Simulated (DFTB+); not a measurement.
## CHF₃S: geometry relaxation (part 3 of 3)

The same run, continued: CHF₃S; GFN1-xTB, R-SCC, dispersion built in (DFTB+ 25.1). The geometry comes from this level: PBE0-D4/def2-TZVP.

Geometry of the input (Å):
```
F  0.5557  -0.9046  1.2983
C  0.1261  -0.3949  0.1465
F  -0.9823  -1.0450  -0.2085
F  1.0417  -0.6497  -0.7884
S  -0.1500  1.3721  0.3871
H  -0.5492  1.5581  -0.8812
```

File detailed.out:
```
Fermi distribution function

Geometry optimization step: 27

********************************************************************************
 iSCC Total electronic   Diff electronic      SCC error
    5   -0.21831276E+02   -0.59076299E-09    0.66896353E-05
********************************************************************************

 Total charge:    -0.00000000

 Atomic gross charges (e)
 Atom           Charge
    1      -0.22649892
    2       0.68022765
    3      -0.24212492
    4      -0.24212664
    5      -0.14191238
    6       0.17243520

Nr. of electrons (up):     32.00000000
Atom populations (up)
 Atom       Population
    1       7.22649892
    2       3.31977235
    3       7.24212492
    4       7.24212664
    5       6.14191238
    6       0.82756480

l-shell populations (up)
 Atom Sh.   l       Population
    1   1   0       1.80768638
    1   2   1       5.41881254
    2   1   0       1.00990427
    2   2   1       2.30986808
    3   1   0       1.81518735
    3   2   1       5.42693757
    4   1   0       1.81518490
    4   2   1       5.42694175
    5   1   0       1.91074381
    5   2   1       4.24184923
    5   3   2      -0.01068067
    6   1   0       0.80926083
    6   2   0       0.01830396

Orbital populations (up)
 Atom Sh.   l   m       Population  Label
    1   1   0   0       1.80768638  s
    1   2   1  -1       1.88447811  p_y
    1   2   1   0       1.62733509  p_z
    1   2   1   1       1.90699934  p_x
    2   1   0   0       1.00990427  s
    2   2   1  -1       0.87792068  p_y
    2   2   1   0       0.71012039  p_z
    2   2   1   1       0.72182700  p_x
    3   1   0   0       1.81518735  s
    3   2   1  -1       1.84523824  p_y
    3   2   1   0       1.92450724  p_z
    3   2   1   1       1.65719209  p_x
    4   1   0   0       1.81518490  s
    4   2   1  -1       1.93843363  p_y
    4   2   1   0       1.73739514  p_z
    4   2   1   1       1.75111298  p_x
    5   1   0   0       1.91074381  s
    5   2   1  -1       1.07732089  p_y
    5   2   1   0       1.29015301  p_z
    5   2   1   1       1.87437533  p_x
    5   3   2  -2      -0.00444980  d_xy
    5   3   2  -1      -0.00016243  d_yz
    5   3   2   0      -0.00103200  d_z2
    5   3   2   1      -0.00346348  d_xz
    5   3   2   2      -0.00157296  d_x2-y2
    6   1   0   0       0.80926083  s
    6   2   0   0       0.01830396  s2

Fermi level:                        -0.3476440073 H           -9.4599 eV
Band energy:                       -21.6450402973 H         -588.9915 eV
TS:                                  0.0000000000 H            0.0000 eV
Band free energy (E-TS):           -21.6450402973 H         -588.9915 eV
Extrapolated E(0K):                -21.6450402973 H         -588.9915 eV
Input / Output electrons (q):     32.0000000000     32.0000000000

Energy H0:                         -21.8944267775 H         -595.7777 eV
Energy SCC:                          0.0631508565 H            1.7184 eV
Total Electronic energy:           -21.8312759210 H         -594.0592 eV
Repulsive energy:                    0.0480599299 H            1.3078 eV
Halogen correction energy:           0.0000000000 H            0.0000 eV
Total energy:                      -21.7845965625 H         -592.7890 eV
Extrapolated to 0:                 -21.7845965625 H         -592.7890 eV
Total Mermin free energy:          -21.7845965625 H         -592.7890 eV
Force related energy:              -21.7845965625 H         -592.7890 eV

Non-constrained calculation

SCC converged

Full geometry written in geo_end.{xyz|gen}

Total Forces
    1      0.000194327228     -0.000770437754      0.000161181094
    2      0.000084912070     -0.000420174964      0.000006548657
    3     -0.000093664572      0.000771008826      0.000340680017
    4     -0.000019318873      0.000783731087      0.000315714552
    5      0.000101723119     -0.000392261971      0.000091541658
    6     -0.000267978973      0.000028134775     -0.000915665978

Maximal derivative component:        0.915666E-03 au

Dipole moment:   -0.25094776    0.68865039   -0.40714930 au
Dipole moment:   -0.63784564    1.75037484   -1.03487039 Debye

Geometry converged
```

Trajectory as extended XYZ (Å, eV, eV/Å), 28 frames, from step=0 to step=27:
```
6
Properties=species:S:1:pos:R:3 step=0 energy=-592.77788
F     0.5557   -0.9046    1.2983
C     0.1261   -0.3949    0.1465
F    -0.9823   -1.0450   -0.2085
F     1.0417   -0.6497   -0.7884
S    -0.1500    1.3721    0.3871
H    -0.5492    1.5581   -0.8812
6
Properties=species:S:1:pos:R:3 step=1 energy=-592.77799
F     0.5557   -0.9046    1.2983
C     0.1261   -0.3949    0.1465
F    -0.9823   -1.0450   -0.2085
F     1.0417   -0.6497   -0.7884
S    -0.1500    1.3721    0.3870
H    -0.5492    1.5581   -0.8812
6
Properties=species:S:1:pos:R:3 step=2 energy=-592.77819
F     0.5557   -0.9046    1.2982
C     0.1261   -0.3948    0.1466
F    -0.9823   -1.0450   -0.2085
F     1.0417   -0.6497   -0.7884
S    -0.1500    1.3720    0.3869
H    -0.5492    1.5581   -0.8811
6
Properties=species:S:1:pos:R:3 step=3 energy=-592.77850
F     0.5557   -0.9046    1.2982
C     0.1261   -0.3947    0.1467
F    -0.9823   -1.0450   -0.2085
F     1.0417   -0.6497   -0.7884
S    -0.1501    1.3719    0.3867
H    -0.5491    1.5581   -0.8810
6
Properties=species:S:1:pos:R:3 step=4 energy=-592.77890
F     0.5557   -0.9047    1.2981
C     0.1262   -0.3945    0.1469
F    -0.9823   -1.0450   -0.2085
F     1.0417   -0.6497   -0.7884
S    -0.1501    1.3717    0.3865
H    -0.5491    1.5581   -0.8808
6
Properties=species:S:1:pos:R:3 step=5 energy=-592.77938
F     0.5556   -0.9047    1.2981
C     0.1262   -0.3944    0.1471
F    -0.9823   -1.0450   -0.2085
F     1.0417   -0.6496   -0.7884
S    -0.1502    1.3715    0.3862
H    -0.5490    1.5581   -0.8806
6
Properties=species:S:1:pos:R:3 step=6 energy=-592.77994
F     0.5556   -0.9047    1.2980
C     0.1262   -0.3942    0.1474
F    -0.9823   -1.0449   -0.2085
F     1.0417   -0.6496   -0.7884
S    -0.1502    1.3713    0.3858
H    -0.5490    1.5581   -0.8803
6
Properties=species:S:1:pos:R:3 step=7 energy=-592.78063
F     0.5556   -0.9048    1.2978
C     0.1262   -0.3939    0.1477
F    -0.9823   -1.0449   -0.2085
F     1.0417   -0.6496   -0.7884
S    -0.1503    1.3710    0.3853
H    -0.5489    1.5581   -0.8800
6
Properties=species:S:1:pos:R:3 step=8 energy=-592.78146
F     0.5556   -0.9049    1.2977
C     0.1263   -0.3936    0.1480
F    -0.9823   -1.0449   -0.2085
F     1.0417   -0.6496   -0.7884
S    -0.1504    1.3707    0.3847
H    -0.5488    1.5582   -0.8797
6
Properties=species:S:1:pos:R:3 step=9 energy=-592.78244
F     0.5555   -0.9049    1.2975
C     0.1263   -0.3931    0.1485
F    -0.9823   -1.0448   -0.2085
F     1.0416   -0.6495   -0.7884
S    -0.1505    1.3702    0.3839
H    -0.5486    1.5582   -0.8792
6
Properties=species:S:1:pos:R:3 step=10 energy=-592.78355
F     0.5555   -0.9050    1.2973
C     0.1264   -0.3926    0.1491
F    -0.9823   -1.0447   -0.2085
F     1.0416   -0.6494   -0.7884
S    -0.1507    1.3696    0.3830
H    -0.5485    1.5582   -0.8786
6
Properties=species:S:1:pos:R:3 step=11 energy=-592.78476
F     0.5554   -0.9052    1.2970
C     0.1265   -0.3920    0.1498
F    -0.9824   -1.0447   -0.2086
F     1.0416   -0.6494   -0.7884
S    -0.1509    1.3689    0.3819
H    -0.5483    1.5582   -0.8779
6
Properties=species:S:1:pos:R:3 step=12 energy=-592.78600
F     0.5554   -0.9053    1.2966
C     0.1266   -0.3912    0.1507
F    -0.9823   -1.0445   -0.2085
F     1.0415   -0.6492   -0.7884
S    -0.1511    1.3680    0.3805
H    -0.5480    1.5583   -0.8770
6
Properties=species:S:1:pos:R:3 step=13 energy=-592.78715
F     0.5553   -0.9056    1.2962
C     0.1267   -0.3903    0.1517
F    -0.9823   -1.0443   -0.2085
F     1.0415   -0.6491   -0.7884
S    -0.1514    1.3669    0.3788
H    -0.5478    1.5583   -0.8760
6
Properties=species:S:1:pos:R:3 step=14 energy=-592.78809
F     0.5552   -0.9058    1.2958
C     0.1268   -0.3893    0.1528
F    -0.9823   -1.0441   -0.2085
F     1.0414   -0.6489   -0.7883
S    -0.1517    1.3657    0.3769
H    -0.5474    1.5584   -0.8749
6
Properties=species:S:1:pos:R:3 step=15 energy=-592.78864
F     0.5551   -0.9062    1.2953
C     0.1269   -0.3881    0.1540
F    -0.9822   -1.0437   -0.2084
F     1.0412   -0.6485   -0.7881
S    -0.1520    1.3641    0.3747
H    -0.5471    1.5585   -0.8737
6
Properties=species:S:1:pos:R:3 step=16 energy=-592.78867
F     0.5551   -0.9067    1.2948
C     0.1271   -0.3870    0.1552
F    -0.9820   -1.0431   -0.2082
F     1.0409   -0.6481   -0.7878
S    -0.1523    1.3623    0.3724
H    -0.5468    1.5586   -0.8725
6
Properties=species:S:1:pos:R:3 step=17 energy=-592.78868
F     0.5551   -0.9067    1.2948
C     0.1271   -0.3870    0.1552
F    -0.9820   -1.0431   -0.2082
F     1.0409   -0.6480   -0.7878
S    -0.1523    1.3623    0.3724
H    -0.5468    1.5586   -0.8725
6
Properties=species:S:1:pos:R:3 step=18 energy=-592.78869
F     0.5551   -0.9067    1.2948
C     0.1270   -0.3870    0.1551
F    -0.9819   -1.0431   -0.2082
F     1.0409   -0.6480   -0.7878
S    -0.1523    1.3623    0.3725
H    -0.5468    1.5586   -0.8726
6
Properties=species:S:1:pos:R:3 step=19 energy=-592.78872
F     0.5551   -0.9068    1.2948
C     0.1270   -0.3871    0.1551
F    -0.9819   -1.0431   -0.2082
F     1.0409   -0.6480   -0.7877
S    -0.1523    1.3622    0.3725
H    -0.5468    1.5586   -0.8726
6
Properties=species:S:1:pos:R:3 step=20 energy=-592.78874
F     0.5551   -0.9068    1.2948
C     0.1270   -0.3871    0.1550
F    -0.9819   -1.0430   -0.2082
F     1.0409   -0.6480   -0.7877
S    -0.1522    1.3622    0.3725
H    -0.5469    1.5586   -0.8727
6
Properties=species:S:1:pos:R:3 step=21 energy=-592.78877
F     0.5551   -0.9068    1.2948
C     0.1270   -0.3871    0.1550
F    -0.9819   -1.0430   -0.2081
F     1.0409   -0.6479   -0.7877
S    -0.1522    1.3622    0.3726
H    -0.5469    1.5586   -0.8728
6
Properties=species:S:1:pos:R:3 step=22 energy=-592.78881
F     0.5552   -0.9069    1.2949
C     0.1270   -0.3872    0.1549
F    -0.9819   -1.0429   -0.2081
F     1.0408   -0.6478   -0.7876
S    -0.1522    1.3622    0.3726
H    -0.5469    1.5586   -0.8729
6
Properties=species:S:1:pos:R:3 step=23 energy=-592.78885
F     0.5552   -0.9069    1.2949
C     0.1270   -0.3873    0.1548
F    -0.9819   -1.0428   -0.2081
F     1.0408   -0.6478   -0.7876
S    -0.1522    1.3621    0.3727
H    -0.5470    1.5587   -0.8730
6
Properties=species:S:1:pos:R:3 step=24 energy=-592.78890
F     0.5552   -0.9070    1.2949
C     0.1270   -0.3874    0.1547
F    -0.9818   -1.0427   -0.2080
F     1.0408   -0.6477   -0.7875
S    -0.1521    1.3621    0.3728
H    -0.5470    1.5587   -0.8732
6
Properties=species:S:1:pos:R:3 step=25 energy=-592.78896
F     0.5552   -0.9071    1.2950
C     0.1270   -0.3875    0.1546
F    -0.9818   -1.0426   -0.2079
F     1.0407   -0.6475   -0.7874
S    -0.1521    1.3620    0.3729
H    -0.5471    1.5587   -0.8734
6
Properties=species:S:1:pos:R:3 step=26 energy=-592.78901
F     0.5553   -0.9072    1.2951
C     0.1270   -0.3876    0.1545
F    -0.9817   -1.0424   -0.2079
F     1.0407   -0.6474   -0.7873
S    -0.1520    1.3619    0.3731
H    -0.5472    1.5587   -0.8737
6
Properties=species:S:1:pos:R:3 step=27 energy=-592.78907
F     0.5553   -0.9074    1.2951
C     0.1270   -0.3878    0.1544
F    -0.9817   -1.0422   -0.2077
F     1.0406   -0.6472   -0.7872
S    -0.1520    1.3618    0.3732
H    -0.5473    1.5587   -0.8740
```

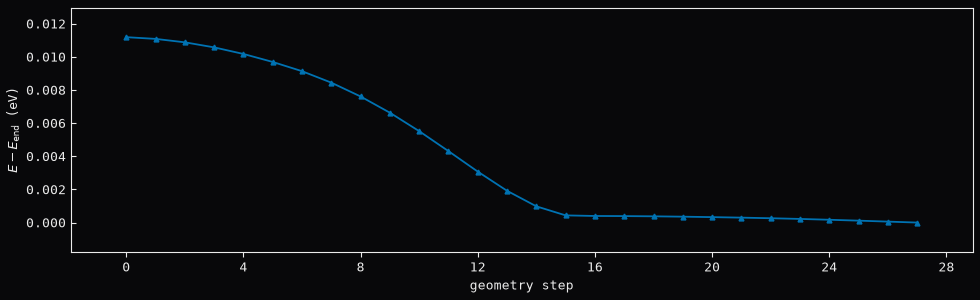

Fig. 1: Progress of the relaxation, step by step (steps are counted from 0).

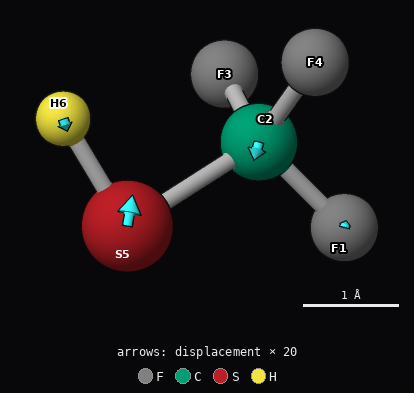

Fig. 2: The starting structure with the displacements as teal arrows, magnified 20 times (ball-and-stick view, seen at a tilt). The two geometries are laid on each other by the best rigid fit. The largest move after the best rigid fit is that of S5, 0.017 Å. By element the largest moves are S 0.017 Å, C 0.011 Å, H 0.007 Å, F 0.004 Å. Among the contacts that change: S5–H6 1.343 → 1.323 Å, C2–S5 1.805 → 1.785 Å, F1–C2 1.331 → 1.325 Å, C2–F3 1.333 → 1.337 Å. Over 27 geometry steps the energy falls by 0.011 eV. (Atoms are counted from 1 in the order of the input.)

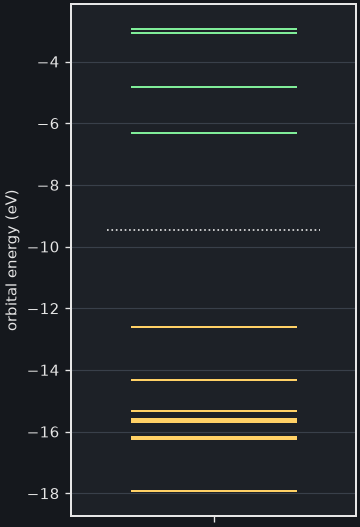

Fig. 3: Orbital energies near the frontier; the dotted line parts filled from empty levels, and levels within 0.02 eV of each other stand side by side. Highest filled −12.62 eV, lowest empty −6.30 eV, 6.32 eV apart.

Key numbers:

| quantity | value |
| --- | --- |
| outcome | converged |
| Mermin free energy | −21.784597 hartree |
| basis functions | 27 |
| largest force | 0.049 eV/Å |
| HOMO | −12.62 eV |
| LUMO | −6.30 eV |
| dipole moment | 2.13 D |
| peak memory | 0.071 GiB |

Remarks:

Settings chosen away from the usual ones: optimiser.
